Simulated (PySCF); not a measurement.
```xyz
20

C    -1.4105    2.0394    0.6595
Si   -0.6142    0.3395    0.2522
Si   -1.9142   -0.6651   -1.4339
Si   -0.6051   -0.9163    2.2427
Si    1.5367    0.7826   -0.5026
O     1.8699   -0.8629   -0.7294
C     3.0187   -1.2663   -1.1929
O     3.9318   -0.5602   -1.4982
H    -0.8552    2.5705    1.4273
H    -2.4259    1.9143    1.0225
H    -1.4557    2.6852   -0.2129
H    -1.9881    0.1228   -2.6704
H    -3.3045   -0.8960   -1.0261
H    -1.3738   -1.9748   -1.8111
H    -1.9363   -1.4139    2.6088
H    -0.1266   -0.1616    3.4071
H     0.2576   -2.0956    2.1325
H     1.7618    1.4376   -1.7952
H     2.5773    1.3011    0.3909
H     3.0513   -2.3697   -1.2737
```

Geometry: GFN2-xTB.

Computed with PySCF, PBE0/pcSseg-1, SCF density, gas phase, non-relativistic.

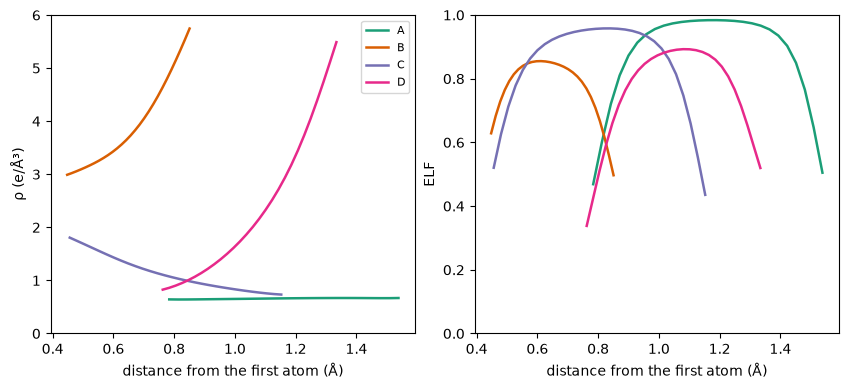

C2H12O2Si4. Electron density and electron localisation function along straight lines between neighbouring atoms. The curves leave out the atomic cores.

### Which curve belongs to which contact (C–O, C–Si, Si–O and Si–Si)? The first atom named is at distance zero.

Curve A: Si–Si (2.32 Å): ρ at the midpoint is about 0.66 e/Å³; the ELF peaks at about 1 between the atoms: localised, covalent bonding. Curve B: C–O (1.19 Å): ρ at the midpoint is about 3.4 e/Å³; the ELF peaks at about 0.85 between the atoms: a multiple bond. Curve C: C–Si (1.92 Å): ρ is about 0.87 e/Å³ halfway; the ELF peaks at about 0.95 between the atoms, as expected for localised, covalent bonding. Curve D: Si–O (1.69 Å): ρ is about 1 e/Å³ halfway; the ELF peaks at about 0.90 between the atoms: a shared but strongly polarised pair.
